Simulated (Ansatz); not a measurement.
# Abstraction of Cl: GeHCl3 + InHCl → GeHCl2 + InHCl2

Species: GeHCl3 `[Cl][GeH]([Cl])[Cl]`, singlet; InHCl `[Cl][InH]`, doublet; GeHCl2 `[Cl][GeH][Cl]`, doublet; InHCl2 `[Cl][InH][Cl]`, singlet. A radical takes Cl: the energy is the difference in strength between the Ge–Cl bond broken and the In–Cl bond made.

Shapes, held fixed at every level: PBE0-D4/def2-TZVP. Programs: Ansatz 0.2.0. The zero-point and thermal change to 298 K, harmonic and unscaled (PBE0-D4/def2-TZVP), is +0.5 kJ/mol.

```csv
level,kind,ΔH(298 K) (kJ/mol),less CCSD(T)/def2-TZVPP
MP2/def2-SVP,perturbation theory,+15.8,-1.0
PBE-D4/def2-TZVPP,GGA,+12.0,-4.8
r2SCAN-D4/def2-TZVPP,meta-GGA,+11.9,-4.9
r2SCAN0-D4/def2-TZVPP,global hybrid,+13.1,-3.7
wB97M-V/def2-TZVPP,range-separated hybrid,+7.7,-9.1
wB97X-V/def2-TZVPP,range-separated hybrid,+9.5,-7.3
CCSD/def2-TZVPP,coupled cluster or CI,+16.6,-0.2
CCSD(T)/def2-TZVPP,coupled cluster or CI,+16.8,0.0
```

The highest level, CCSD(T)/def2-TZVPP, gives ΔH(298 K) = +16.8 kJ/mol; the levels span +7.7 to +16.8. The column of differences is taken from that level and isn't an error. No measured value is set beside it here. Open shells run unrestricted. For atoms past krypton def2 sets carry core potentials with scalar relativity. Relativity is left out for Ge. Outer-core shells of Ge, In are correlated, in sets that cover them unevenly.

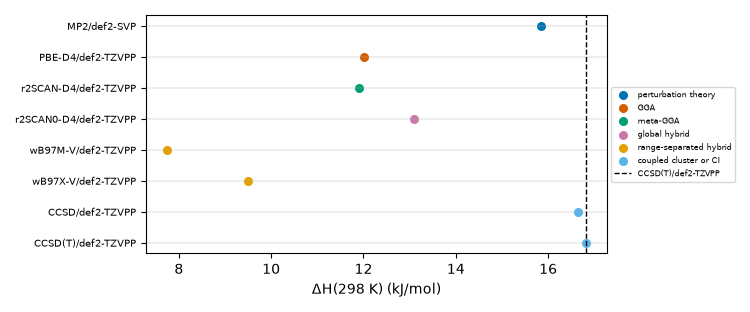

The values of the table, level by level.
